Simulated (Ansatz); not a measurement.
# Does disorder add resistance in series? Nb(100) layers displaced at 273 K

Two lengths of the disordered region are known. What area resistance does the third give?

Set-up. Ansatz 0.2.0, plane waves with PAW datasets at their recommended cutoffs (420 eV for most), Fermi-Dirac smearing; ballistic transmission by layer matching. The area resistance is RA = A (h/2e²)(1/T − 1/N), with T the zone-mean transmission per spin and N the lead's channels, both averaged over a few energies near the Fermi level; for magnets each spin is taken apart, with h/e², and the two conduct in parallel. Lateral cell 2x2, PBE, a fresh random draw for each length. Atoms are displaced independently, by 0.0762 Å r.m.s. per direction; each RA is scaled by the nominal over the drawn mean square displacement.

The runs, with one result withheld:

| length (Å) | channels N | RA (fΩ m²) |
| --- | --- | --- |
| 6.61 | 10.78 | 0.175 |
| 13.2 | 10.73 | 0.313 |
| 19.8 | 10.73 | ? |

Worked fit:

Ohm's law makes RA linear in the length: the slope is (0.313 − 0.175)/(13.2 − 6.61) = 0.0207 fΩ m² per Å, or 21 µΩ cm. Then 0.313 + 0.0207 × 6.61. Predicted: 0.450 fΩ m².

**The withheld run.**

0.483 fΩ m², so the prediction is 6.8 % too low. The three lengths together give 23 µΩ cm. The two increments are 0.14 and 0.17 fΩ m², roughly as Ohm's law has it, though with one draw for each length that is a weak test.

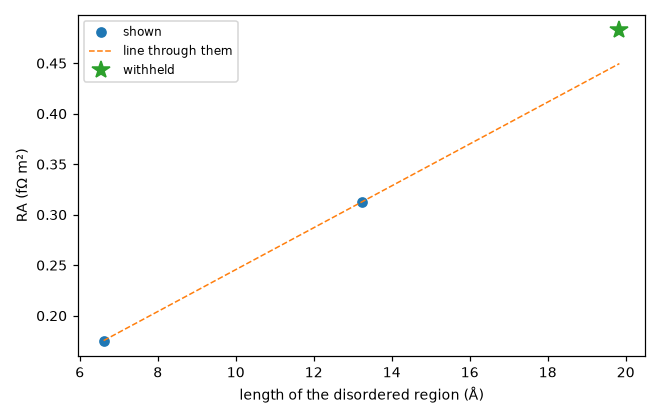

Area resistance against length.

Caveats: The scatterers repeat sideways with the small cell. The slope is a raw one; a model of isotropic scattering puts it 1.03 times the bulk value over these lengths.
